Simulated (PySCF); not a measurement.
Consider C₅H₁₀AlNO.

Input file:

```
{"job": {"kind": "uv", "xc": "CAM-B3LYP", "basis": "def2-SVPD", "nstates": 8, "ntriplets": 3}, "charge": 0, "multiplicity": 1}
C      3.938143     0.566046    -0.276964
O      2.581057     0.373027    -0.542962
Al     0.979978     0.151709    -0.862402
N     -0.070307    -0.803254     0.232427
C     -1.498531    -0.961732     0.163488
C     -2.126128    -0.417134    -1.093209
C     -2.875765     0.473407    -0.452067
C     -2.372195     0.102565     0.913417
H      4.543132     0.018594    -1.004006
H      4.185323     1.628601    -0.341671
H      4.183389     0.208793     0.726094
H      0.500141     0.798558    -2.142461
H      0.305468    -1.223747     1.078756
H     -1.797605    -1.991422     0.399898
H     -1.983999    -0.696790    -2.121603
H     -3.606306     1.200771    -0.759203
H     -1.778923     0.871196     1.406477
H     -3.115632    -0.292871     1.605295
```

Run with:

```sh
OMP_NUM_THREADS=1 python probes_run.py task.json out
```

Geometry: GFN2-xTB.

Level of theory: CAM-B3LYP/def2-SVPD, SCF density, gas phase in PySCF 2.14.0.

What will maps of the electron density and electron localisation function show?

C–O (1.40 Å): ρ at the midpoint is about 2.1 e/Å³, with its minimum of 1.7 e/Å³ about 0.5 Å from C; the ELF peaks at about 0.90 between the atoms (a shared but strongly polarised pair).
C–N (1.44 Å): ρ at the midpoint is about 2 e/Å³; the ELF peaks at about 0.95 between the atoms: a shared electron pair.
Al–O (1.65 Å): the density is about 0.86 e/Å³ at the midpoint; the ELF peaks at about 0.85 in the valence shell of O, 0.5 Å from its nucleus, and is about 0.30 at the midpoint.
Al–N (1.79 Å): ρ is about 0.82 e/Å³ halfway; the ELF peaks at about 0.90 between the atoms, as expected for a shared but strongly polarised pair.

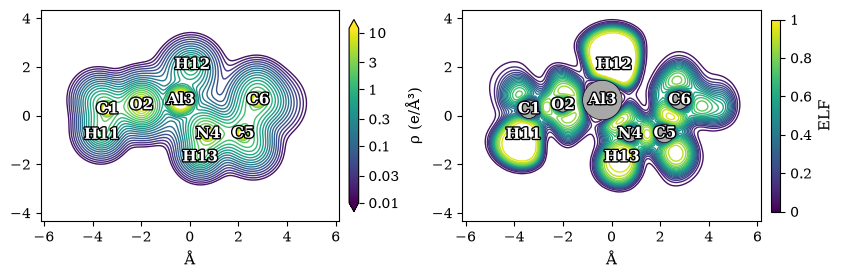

Computed electron density and electron localisation function on the plane of atoms Al3, N4 and H13, in this order. Grey discs cover the atomic cores in the ELF map. 
